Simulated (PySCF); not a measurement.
# BNH4 (BH2(NH2)) at PBE0/STO-3G

Aim: the vertical ionisation energy of BNH4 (BH2(NH2)) at PBE0/STO-3G, from 2 runs. Input form: a Python script.

The calculation is run with PySCF 2.14.0.

6 further runs of the same task are left out: 6 set aside as unsound or not needed.

**1. The system as given**

The species is BNH4 (6 atoms), meant as a singlet with charge 0. SMILES: `[H]B([H])N`. The coordinates come from a GFN2-xTB relaxation.

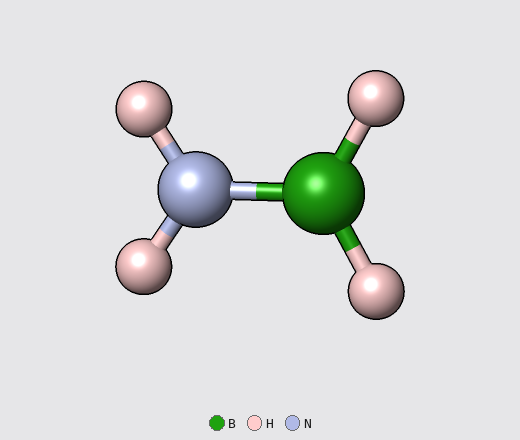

Viewed from a chosen angle; boron green, hydrogen pink, nitrogen light blue.

**2. A single-point energy at PBE0/STO-3G**

File job.py:

```python
# BH2(NH2)
from pyscf import gto, dft

mol = gto.M(
    atom=[
    ('B', (0.341950, 0.595150, 0.003650)),
    ('H', (1.330110, 0.674300, 0.627440)),
    ('H', (-0.078600, 1.496820, -0.614110)),
    ('N', (-0.345390, -0.598720, -0.003870)),
    ('H', (-1.199300, -0.750580, -0.515060)),
    ('H', (-0.048780, -1.416960, 0.501960)),
],
    spin=0,
    basis='sto-3g',
    verbose=4,
    max_memory=1860,
    charge=0,
)

mf = dft.RKS(mol, xc='pbe0')
mf.conv_tol = 1e-10
mf.grids.level = 5
mf.kernel()
if not mf.converged:
    mf = mf.newton().run(mf.mo_coeff, mf.mo_occ)

e_final = mf.e_tot
print(f'total energy: {e_final:.8f} hartree')
```

On the command line:

```sh
OMP_NUM_THREADS=1 python job.py
```

Log:

```text
PySCF version 2.14.0

[... 69 lines left out ...]
converged SCF energy = -80.8938417852025
total energy: -80.89384179 hartree
```

Wall time 1.8 s (1 thread of Arm Neoverse V2, shared host); peak memory 0.18 GiB.

**3. The doublet cation at the same level**

File input.py:

```python
from pyscf import gto, dft

mol = gto.M(
    atom='''
B        0.341950       0.595150       0.003650
H        1.330110       0.674300       0.627440
H       -0.078600       1.496820      -0.614110
N       -0.345390      -0.598720      -0.003870
H       -1.199300      -0.750580      -0.515060
H       -0.048780      -1.416960       0.501960
''',
    spin=1,
    charge=1,
    basis='sto-3g',
    verbose=3,
    max_memory=1860,
)

mf = dft.UKS(mol)
mf.xc = 'pbe0'
mf.grids.level = 5
mf.conv_tol = 1e-10
mf.kernel()
if not mf.converged:
    mf = mf.newton().run(mf.mo_coeff, mf.mo_occ)

etot = mf.e_tot
print('Final energy', etot)
```

On the command line:

```sh
OMP_NUM_THREADS=1 python input.py
```

Log:

```text
converged SCF energy = -80.5236310112476  <S^2> = 0.75261684  2S+1 = 2.0026151
Final energy -80.52363101124763
```

It took 3.9 s on 1 thread of Arm Neoverse V2, shared host; peak memory 0.18 GiB.

**4. What came out**

Level: PBE0/STO-3G.

| quantity | value |
| --- | --- |
| singlet BNH4: total energy | -80.89384 Eh |
| singlet BNH4: dipole moment | 2.23 D |
| singlet BNH4: HOMO energy | -6.59 eV |
| singlet BNH4: LUMO energy | 4.15 eV |
| singlet BNH4: HOMO–LUMO gap | 10.74 eV |
| doublet cation: total energy | -80.52363 Eh |
| doublet cation: HOMO energy (highest over α and β) | -16.01 eV |
| doublet cation: LUMO energy (lowest over α and β) | -13.46 eV |
| doublet cation: ⟨S²⟩ | 0.753 |
| vertical ionisation energy (to the doublet cation) | 10.074 eV |

In words: The vertical ionisation energy comes to 10.07 eV (972 kJ/mol). The negative HOMO energy of the first species, 6.59 eV, lies 3.48 eV below that difference. In a minimal basis such a difference can be off by several eV, whatever the method. Mulliken charges (singlet BNH4) run from -0.45 on N4 to +0.21 on H6. Mulliken charges (doublet cation) run from -0.20 on N4 to +0.37 on H6.
